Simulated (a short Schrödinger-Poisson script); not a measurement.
Stack: symmetric double-gate stack, HfO2 on p-type Ge(100), at 300 K.

| layer | material | thickness (nm) | Na (cm⁻³) |
|---|---|---|---|
| 1 | HfO2 | 2.8 | - |
| 2 | Ge | 20 | 4e16 |
| 3 | HfO2 | 2.8 | - |

The device is made up for the run: typed textbook-type constants, with dimensions and the other settings drawn at random. HfO2: permittivity 22, conduction-band edge (eV) 1.5, gap (eV) 5.7, electron mass (mₑ) 0.2. Ge: permittivity 16, conduction-band edge (eV) 0, gap (eV) 0.664, Nv at 300 K (cm⁻³) 6e18.

Channel valleys (confinement mass, in-plane density-of-states mass, number): L4 0.12, 0.295, 4. At the gates, both at one voltage, the conduction-band edge of layer 1 lies 1.66 eV − eVg above the Fermi level of the channel. Gaps are held at their typed values at every temperature. Mesh 0.03 nm at interfaces.

From a short Schrödinger-Poisson script (our own, NumPy): 1D Poisson equation in equilibrium, electrons quantum, Hartree (BenDaniel-Duke, 12 states a valley, the channel's in-plane mass for all, wave functions ending at the dielectric), parabolic valleys, classical holes, full ionisation, no traps, pinning or gate leakage.

Only gate voltages with over 1e8 electrons/cm² are shown.

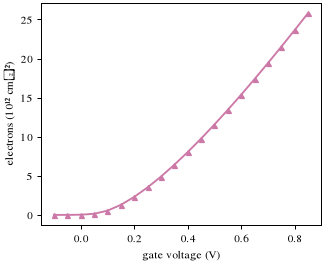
Fig. 1. Sheet density against gate voltage

```
Vg (V)  electrons (cm⁻²)  C (μF/cm²)  L4 E0 (meV)  L4 E1 (meV)
------  ----------------  ----------  -----------  -----------
-0.1              5.44e8     0.00345        270.7        293.9
0                2.51e10       0.152        171.8        194.8
0.1              5.44e11        1.88         93.0        113.1
0.2              2.30e12        3.61         57.7         70.7
0.3              4.90e12        4.65         39.3         46.7
0.4              8.04e12        5.37         26.3         30.4
0.5              1.16e13        5.90         15.6         18.1
0.6              1.54e13        6.30          6.4          7.9
0.7              1.94e13        6.63         -1.8         -0.8
0.8              2.36e13        6.89         -9.3         -8.7
```

Subbands count from the Fermi level. The capacitance is that of both gates.

Only the L valleys are kept; under strong confinement the Δ valleys of Ge fill too.
